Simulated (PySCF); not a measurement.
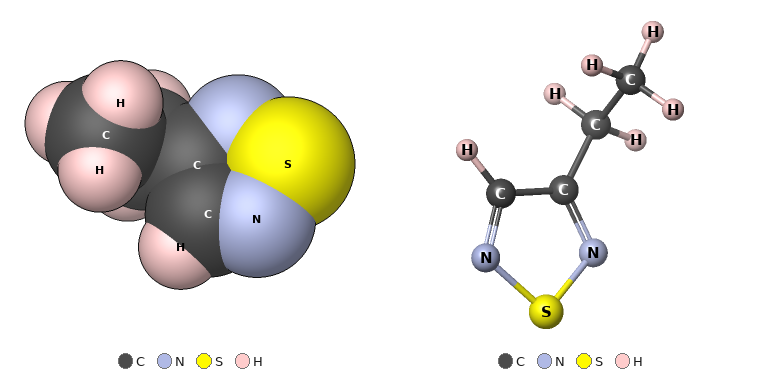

Both panels show the same species.

Computed geometry: GFN2-xTB optimisation. No frequency run is at hand to confirm it as a minimum.

Identify the structure.

Formula C4H6N2S. Its SMILES string is `CCc1cnsn1`. Independent rings (smallest set): 1 of 5 members, 1 of them aromatic. This geometry has C1 symmetry. Coordination: 2 C tetrahedral; 2 C trigonal planar; 2 N bent; 1 S bent.

More results for the same structure follow; atom numbers are the same in all pictures, views and colours differ.

## Geometry

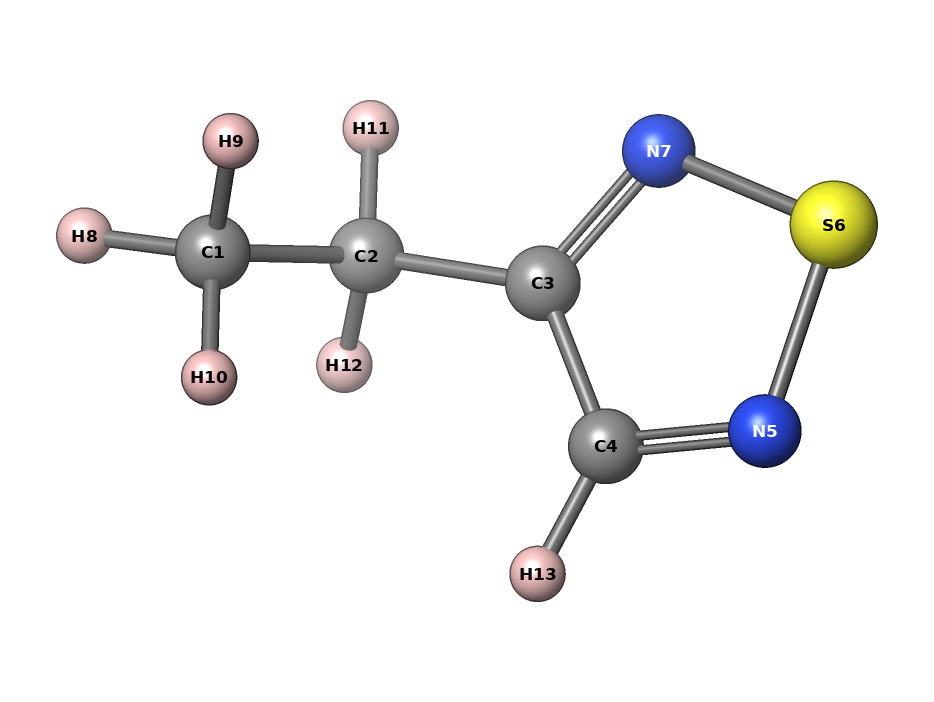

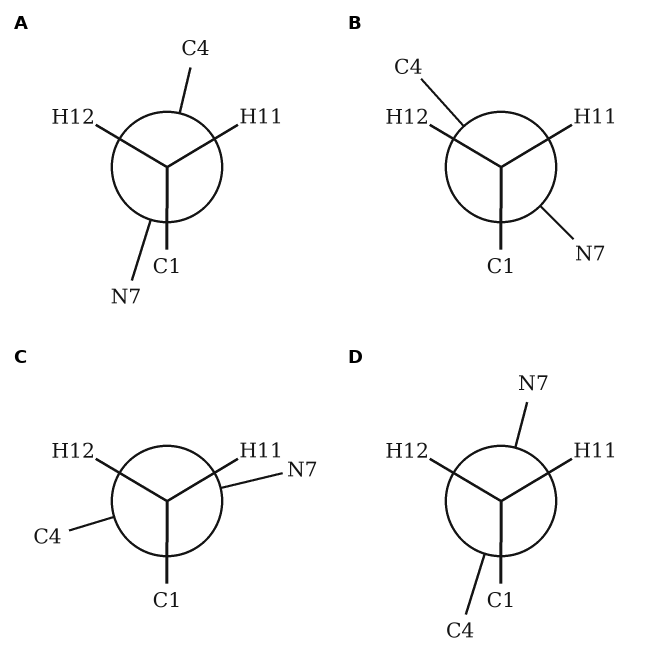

Depth is shown by fading: the farther an atom, the more it takes the colour of the background. Bonds that would overlap in a projection are set slightly apart. No frequency run is at hand to confirm it as a minimum.

Which Newman projection shows the view along C2–C3, with C2 in front?

Answer. C. The torsion angle C1–C2–C3–N7 is −105°, anticlinal.

## Electronic properties

No frequency run is at hand to confirm it as a minimum. Method: PBE0/def2-SVPD, gas phase (PySCF 2.14.0). Excitations: vertical, linear response.

Estimate the mean static polarisability.

Answer. 76.1 bohr³.

Give the lowest vertical singlet excitation at this level.

Answer. 5.05 eV.

Give the dipole moment at this level.

Answer. 2.17 D.

What is the brightest of the 6 lowest singlets?

Answer. 5.54 eV.

## NMR shielding

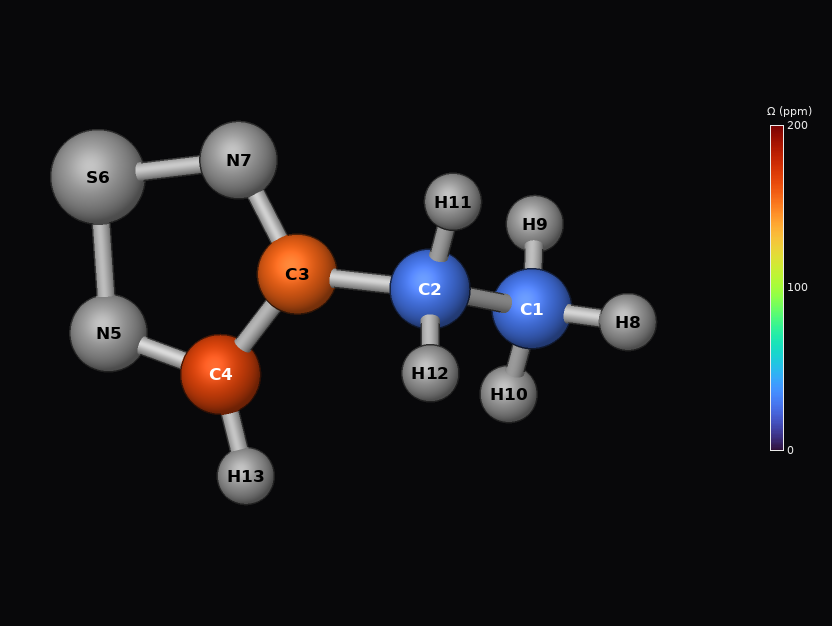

The C atoms are coloured by the span of their shielding tensor. No frequency run is at hand to confirm it as a minimum. Method: GIAO PBE0/pcSseg-1 NMR shielding, non-relativistic, gas phase (PySCF 2.14.0). Principal shieldings σ11 ≤ σ22 ≤ σ33, span Ω = σ33 − σ11, skew κ = 3(σiso − σ22)/Ω.

Give the shielding tensors of the C atoms.

```csv
atom,σ11,σ22,σ33,σiso,Ω,κ
C1,156.4,162.7,185.7,168.2,29.3,0.57
C2,144.8,158.1,174.0,158.9,29.2,0.09
C3,−44.8,−15.7,112.8,17.4,157.6,0.63
C4,−45.0,27.0,121.5,34.5,166.5,0.14
```

Shieldings and span in ppm.

## Bond orders

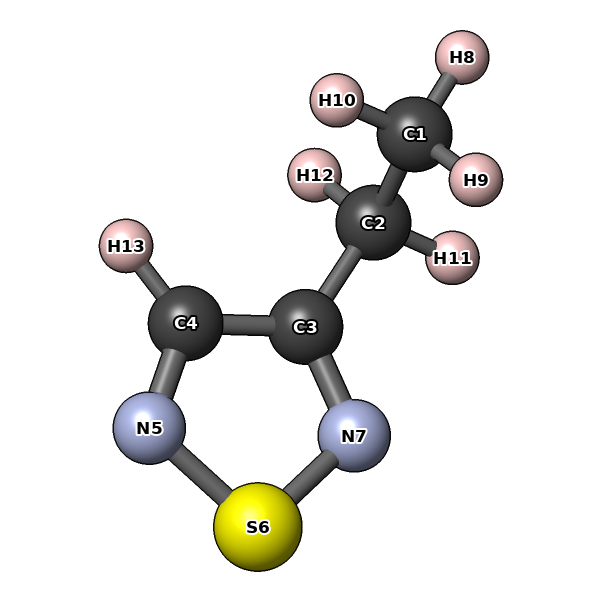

The thickness of each stick grows with its Mayer bond order. No frequency run is at hand to confirm it as a minimum. Method: PBE0/pcSseg-1 (PySCF 2.14.0).

List the Mayer bond orders of C1–C2, C1–H8, C1–H9, C1–H10, C2–C3, C2–H11, C2–H12, C3–C4, C3–N7, C4–N5, C4–H13, N5–S6, S6–N7.

| bond | Mayer order | length (Å) |
| --- | --- | --- |
| C1–C2 | 1.05 | 1.530 |
| C1–H8 | 0.97 | 1.087 |
| C1–H9 | 0.96 | 1.087 |
| C1–H10 | 0.97 | 1.088 |
| C2–C3 | 1.00 | 1.490 |
| C2–H11 | 0.93 | 1.090 |
| C2–H12 | 0.94 | 1.093 |
| C3–C4 | 1.21 | 1.416 |
| C3–N7 | 1.58 | 1.316 |
| C4–N5 | 1.58 | 1.311 |
| C4–H13 | 0.98 | 1.075 |
| N5–S6 | 1.22 | 1.624 |
| S6–N7 | 1.21 | 1.622 |
